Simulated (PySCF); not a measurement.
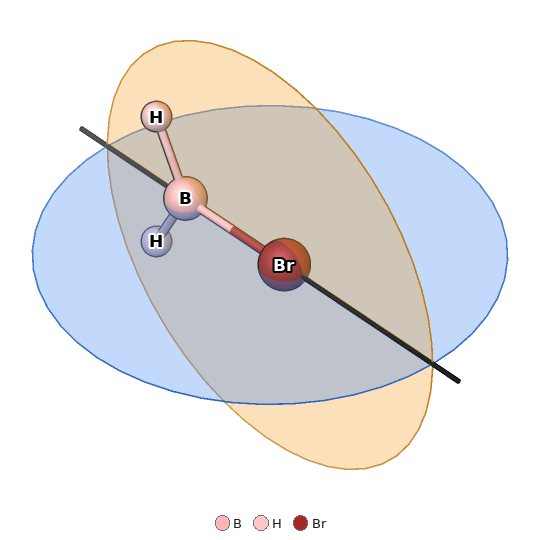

All proper rotation axes (lines) and mirror planes (discs) of the structure are drawn in. Atoms fade into the background with distance from the viewer. The computed structure is the end point of a PBE0-D4/def2-TZVP optimisation. No frequency run is at hand to confirm it as a minimum.

### What is the order of each axis, and which point group results?

It has 1 C2 axis and 2 mirror planes. Point group C2v. The group has 4 operations. The geometry is achiral, and symmetry allows a dipole moment.
